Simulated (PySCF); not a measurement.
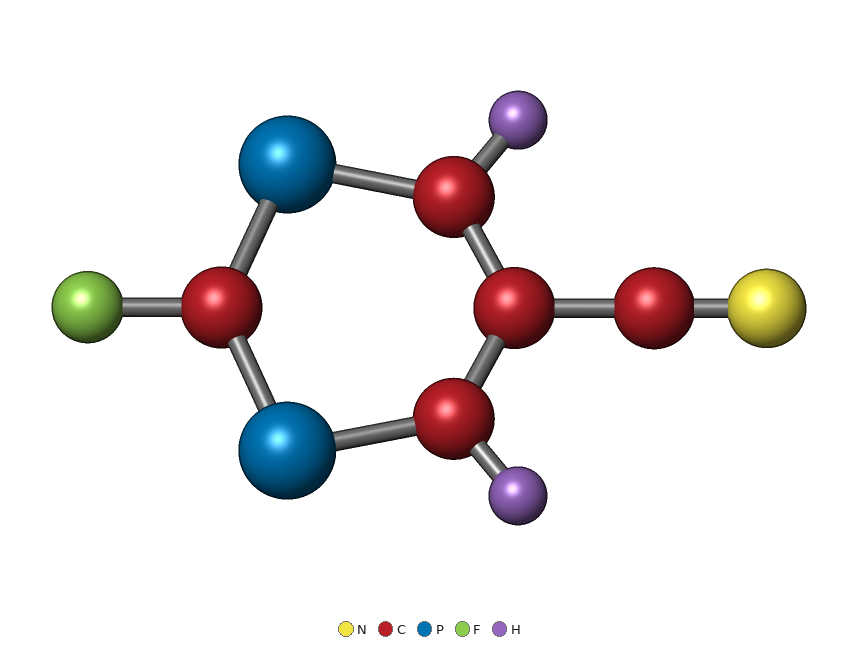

The computed structure is the end point of a GFN2-xTB optimisation. No frequency run is at hand to confirm it as a minimum. Properties computed with CAM-B3LYP/def2-SVPD, gas phase (PySCF 2.14.0). Excitations: vertical, linear response.

Computed properties:

The species is C₅H₂FNP₂ (`N#Cc1cpc(F)pc1`).
- dipole moment: 1.70 D
- HOMO energy (Kohn–Sham orbital): −9.23 eV
- LUMO energy (Kohn–Sham orbital): −1.92 eV
- HOMO–LUMO gap: 7.31 eV
- mean static polarisability: 111.1 bohr³
- lowest vertical singlet excitation: 4.06 eV
- its oscillator strength: 0.001
- brightest of the 8 lowest singlets: 5.21 eV
- its oscillator strength: 0.39

The geometry is semi-empirical. Around P such bond lengths and angles can be off by a tenth of an ångström or more and by several degrees, and values that hang on the shape move with them.
